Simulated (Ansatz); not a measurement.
## C2H10N2SSi: nudged elastic band

System: C2H10N2SSi, SMILES CC(N)(S)[SiH2]N.
Method: RKS PBE/def2-SVP (Ansatz 0.2.0).

One setting was made poor on purpose. It belongs to a series of runs on one base structure; here: an input spoilt on purpose.

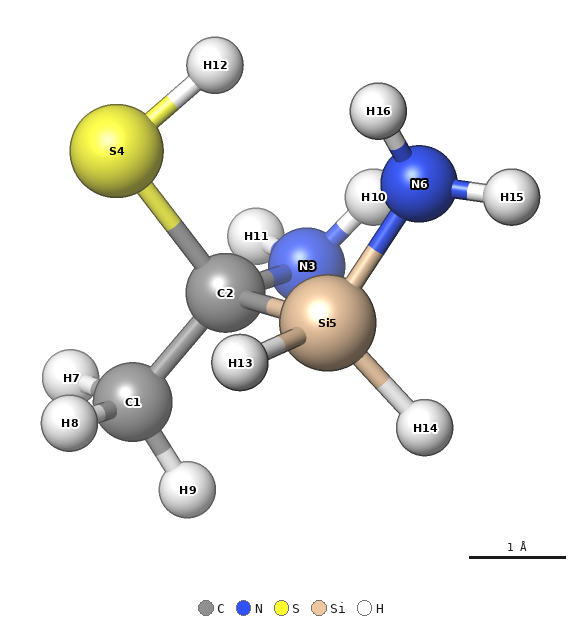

**Figure 1.** The starting structure (ball-and-stick view, seen at a tilt; atoms are numbered from 1 in the order of the input).

Input:
```yaml
crystal:
  periodic: [false, false, false]
  atoms:
    - { symbol: C, position_ang: [-0.278203, -1.845285, -0.802953] }
    - { symbol: C, position_ang: [0.215743, -0.606553, -0.057554] }
    - { symbol: "N", position_ang: [0.454003, -0.88591, 1.322181] }
    - { symbol: S, position_ang: [1.784458, -0.026483, -1.049507] }
    - { symbol: Si, position_ang: [-0.968262, 0.890415, -0.213587] }
    - { symbol: "N", position_ang: [-0.189643, 2.248648, 0.587052] }
    - { symbol: H, position_ang: [0.470091, -2.665723, -0.746193] }
    - { symbol: H, position_ang: [-0.4654, -1.632599, -1.874749] }
    - { symbol: H, position_ang: [-1.218565, -2.208906, -0.340298] }
    - { symbol: H, position_ang: [0.720556, -0.035503, 1.835114] }
    - { symbol: H, position_ang: [1.192137, -1.591432, 1.454318] }
    - { symbol: H, position_ang: [2.127803, 0.920537, -0.130814] }
    - { symbol: H, position_ang: [-1.29733, 1.077861, -1.673055] }
    - { symbol: H, position_ang: [-2.244842, 0.659793, 0.557731] }
    - { symbol: H, position_ang: [-0.795782, 2.866599, 1.133366] }
    - { symbol: H, position_ang: [0.470435, 2.811741, 0.043247] }
basis:
  gaussian: { orbitals: def2-SVP }
hamiltonian:
  xc: pbe
neb:
  order_check: false
  images: 7
  f_tol: 0.03
  max_iterations: 8
  initial_path: idpp
  final_atoms:
    - { symbol: C, position_ang: [-0.278203, -1.845285, -0.802953] }
    - { symbol: C, position_ang: [0.215743, -0.606553, -0.057554] }
    - { symbol: "N", position_ang: [0.454003, -0.88591, 1.322181] }
    - { symbol: S, position_ang: [1.784458, -0.026483, -1.049507] }
    - { symbol: Si, position_ang: [-0.968262, 0.890415, -0.213587] }
    - { symbol: "N", position_ang: [-0.189643, 2.248648, 0.587052] }
    - { symbol: H, position_ang: [0.470091, -2.665723, -0.746193] }
    - { symbol: H, position_ang: [-0.4654, -1.632599, -1.874749] }
    - { symbol: H, position_ang: [-1.218565, -2.208906, -0.340298] }
    - { symbol: H, position_ang: [0.720556, -0.035503, 1.835114] }
    - { symbol: H, position_ang: [1.192137, -1.591432, 1.454318] }
    - { symbol: H, position_ang: [2.127803, 0.920537, -0.130814] }
    - { symbol: H, position_ang: [-1.29733, 1.077861, -1.673055] }
    - { symbol: H, position_ang: [-2.244842, 0.659793, 0.557731] }
    - { symbol: H, position_ang: [-0.795782, 2.866599, 1.133366] }
    - { symbol: H, position_ang: [0.470435, 2.811741, 0.043247] }
```

Run on 2 threads of AMD EPYC (Zen 3), 24 GiB of memory available, shared host.

Command:
```bash
ansatz run input.yaml --threads 2 --pin off --max-ram 3072MiB --backend cpu --events-out ev --progress --plain --runs-dir out
```

The program's output:
```
Error: invalid value for `neb.final_atoms`: is identical to crystal.atoms — the two endpoints must differ for a path to exist
```

Outcome:

| quantity | value |
| --- | --- |
| outcome | refused by the program |

Diagnosis:

The program refused the input: “invalid value for `neb.final_atoms`: is identical to crystal.atoms — the two endpoints must differ for a path to exist” A deliberately poor setting: bad input.
